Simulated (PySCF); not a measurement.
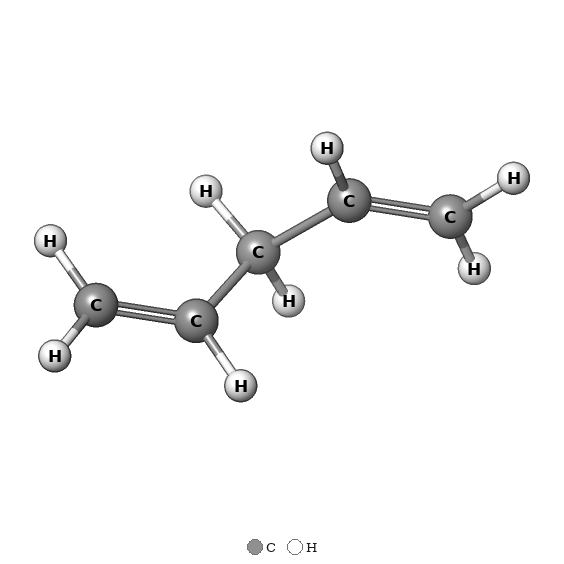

Computed geometry: GFN2-xTB optimisation. No frequency run is at hand to confirm it as a minimum.

What does the picture show?

Formula C5H8. Its SMILES string is `C=CCC=C`. It has no ring. Among its groups: alkene. Coordination: 4 C trigonal planar; 1 C tetrahedral.

The parts below concern this one geometry. Atoms keep their numbers from picture to picture.

### NMR shielding

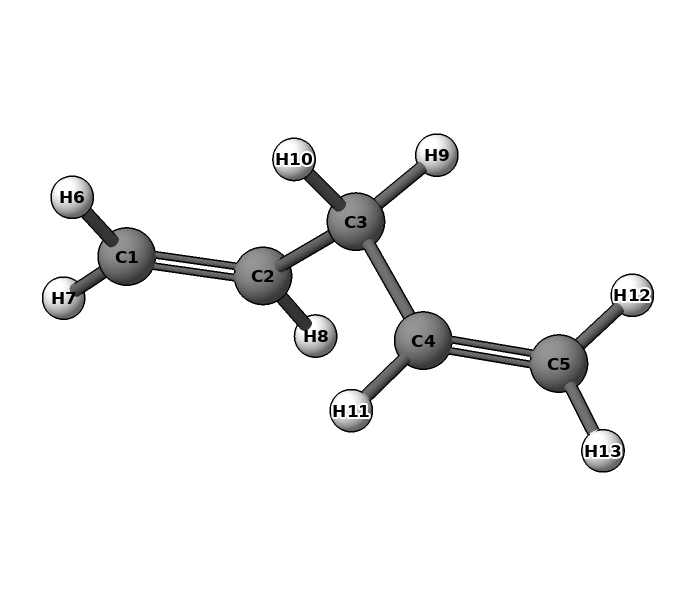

The questions are on isotropic NMR shieldings of the H atoms. No frequency run is at hand to confirm it as a minimum. Method: GIAO PBE0/pcSseg-1 NMR shielding, non-relativistic, gas phase (PySCF 2.14.0).

List the isotropic NMR shieldings of the H atoms.

```csv
atom,σ (ppm)
H6,26.30
H7,26.44
H8,25.74
H9,28.81
H10,28.81
H11,25.74
H12,26.30
H13,26.44
```

### Electronic properties

No frequency run is at hand to confirm it as a minimum. Level of theory: B3LYP/pcJ-1, gas phase (PySCF 2.14.0).

> Estimate the dipole moment.

0.10 D.

> Estimate the HOMO energy (Kohn–Sham orbital).

−7.14 eV.

> Give the LUMO energy (Kohn–Sham orbital) at this level.

−0.25 eV.

### Charges

The questions are on ESP-fitted charges. No frequency run is at hand to confirm it as a minimum. Level of theory: PBE0/pcSseg-1, gas phase (PySCF 2.14.0).

List the ESP-fitted charges.

```json
{"atom": "C1", "value (e)": "−0.54"}
{"atom": "C2", "value (e)": "−0.07"}
{"atom": "C3", "value (e)": "−0.04"}
{"atom": "C4", "value (e)": "−0.09"}
{"atom": "C5", "value (e)": "−0.53"}
{"atom": "H6", "value (e)": "0.22"}
{"atom": "H7", "value (e)": "0.20"}
{"atom": "H8", "value (e)": "0.14"}
{"atom": "H9", "value (e)": "0.08"}
{"atom": "H10", "value (e)": "0.08"}
{"atom": "H11", "value (e)": "0.14"}
{"atom": "H12", "value (e)": "0.21"}
{"atom": "H13", "value (e)": "0.20"}
```

### Bond orders

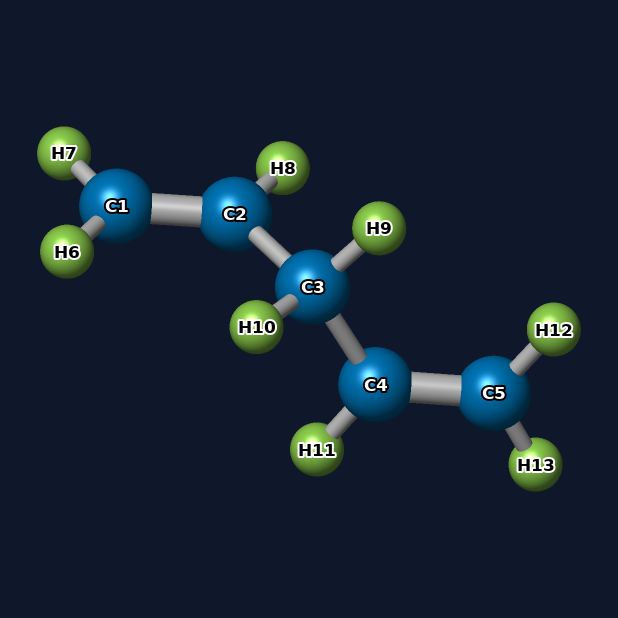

The thickness of each stick grows with its Mayer bond order. No frequency run is at hand to confirm it as a minimum. Method: PBE0/pcSseg-1 (PySCF 2.14.0).

> Which bond has the highest Mayer bond order?

C1–C2 and C4–C5, 1.98, at a length of 1.319 Å.

List the Mayer bond orders of C2–C3, C3–H9, C1–C2, C2–H8, C1–H6, C1–H7 (one bond of each equivalent set).

```tsv
bond	Mayer order	length (Å)
C2–C3	1.02	1.500
C3–H9	0.94	1.093
C1–C2	1.98	1.319
C2–H8	0.96	1.082
C1–H6	0.95	1.078
C1–H7	0.95	1.077
```
